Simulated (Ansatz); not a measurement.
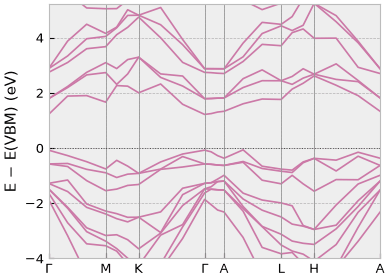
Fig. 1. Band structure from HSE06 in the plane-wave PAW code Ansatz

The gap is 1.22 eV; an edge lies off the plotted path or next to a special point (maximum off the standard path, minimum at Γ).

The material is Bi₂Te₃ (La2O3 or Ni2Al3 type, space group No. 164).

Space group P-3m1 (La2O3 or Ni2Al3 type). A made-up cell: these elements were put on the sites of a structure type; neither database checked (COD, Materials Project) lists it. It is not the phase usual at ambient conditions (space group No. 166). Symmetry was held in the HSE06 relaxation; its stability against distortions is not shown here. The hybrid was solved on a coarse mesh, the path and, where they were found, the r²SCAN edge points; its band edges are the extreme levels among these. Scalar-relativistic: spin–orbit coupling is off unless named, which matters more the heavier the elements.

Potentials: the later of the program's two PAW sets.
